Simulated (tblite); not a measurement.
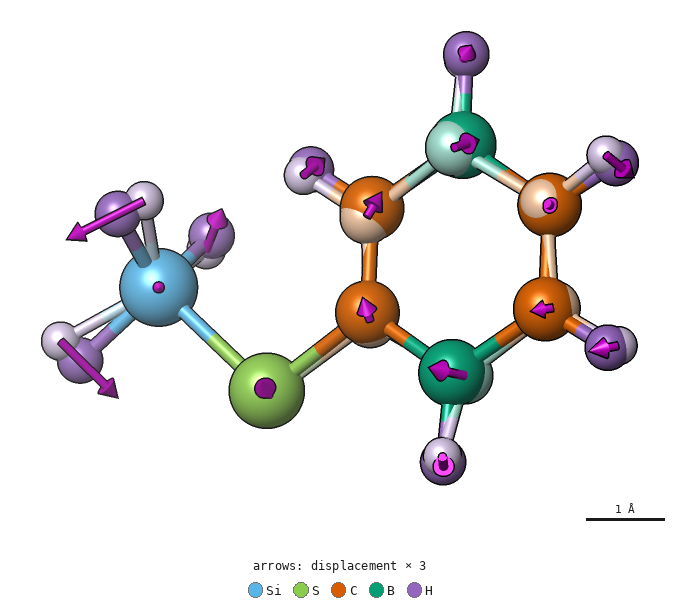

This is a relaxation of C₄H₈B₂SSi. The starting structure is drawn faded, the final one solid; purple arrows show the displacements, magnified 3 times. The two geometries are superimposed by the best rigid fit.

A ball-and-stick model, seen at a tilt.

The calculation used GFN2-xTB geometry optimisation, gas phase in tblite. 

Question: Atoms of which element are displaced furthest, and by how much?

Answer: Hydrogen: up to 0.38 Å, against 0.21 Å for boron.

Question: What happened in the run?

Answer: The largest move after the best rigid fit is that of an H atom, 0.38 Å. By element the largest moves are H 0.38 Å, B 0.21 Å, S 0.18 Å, C 0.14 Å, Si 0.04 Å. Some distances before and after: B–C 1.576 → 1.536 Å, H–Si 1.490 → 1.458 Å, B–H 1.198 → 1.170 Å, B–C 1.587 → 1.567 Å. Bond angles that change, for instance: S–Si–H 110.0° → 101.2°, S–C–B 121.3° → 115.1°, C–B–H 114.1° → 120.3°. The energy falls by 39.6 kJ/mol in 66 geometry steps. The run took 0.4 s on 1 thread of Arm Neoverse V2 (shared host).
